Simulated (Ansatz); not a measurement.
System (SMILES): F[C]Cl (closed-shell singlet).
Atoms: F1, C2, Cl3. Bonds: F1-C2, C2-Cl3.

Basis-set convergence of the harmonic zero-point energy at PBE with Ansatz (a quantum-chemistry and plane-wave program). Each level at its own minimum, finite differences of forces, unscaled; the reference is a large set that could be run, not a limit. Cartesian d functions, on some or all atoms, in 6-31G**, 6-311+G**; all else is spherical. The program fits the integrals of some runs and decomposes those of others, by size. No added dispersion term, no relativity. Reference: the value in aug-pcseg-2, 3.22 kcal/mol. Deviations are taken from unrounded values. Cost is core time over that of 6-31G**, rough, on shared machines of one kind.

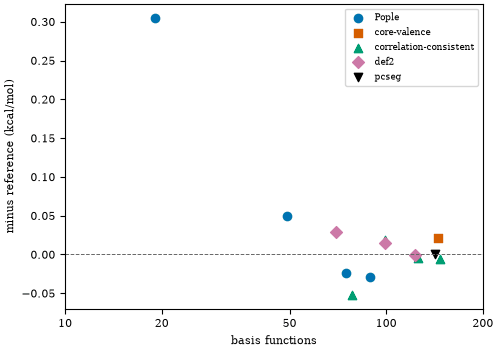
*Deviation from the reference against the number of basis functions, by family of sets.*

```
basis            functions  harmonic zero-point energy (kcal/mol)  minus reference (kcal/mol)  cost
---------------  ---------  -------------------------------------  --------------------------  ----
STO-3G                  19                                   3.52                        0.31  0.6×
6-31G**                 49                                   3.27                        0.05    1×
def2-SVPD               70                                   3.25                        0.03    1×
6-311+G**               75                                   3.19                       -0.02    1×
aug-cc-pV(D+d)Z         78                                   3.16                       -0.05    2×
6-311++G(2d,2p)         89                                   3.19                       -0.03    2×
cc-pV(T+d)Z             99                                   3.24                        0.02    2×
def2-TZVP               99                                   3.23                        0.01    2×
def2-TZVPD             123                                   3.22                        0.00    3×
jun-cc-pV(T+d)Z        126                                   3.21                        0.00    3×
aug-pcseg-2            142                                   3.22                        0.00    3×
cc-pCVTZ               145                                   3.24                        0.02    3×
aug-cc-pV(T+d)Z        147                                   3.21                       -0.01    5×
```
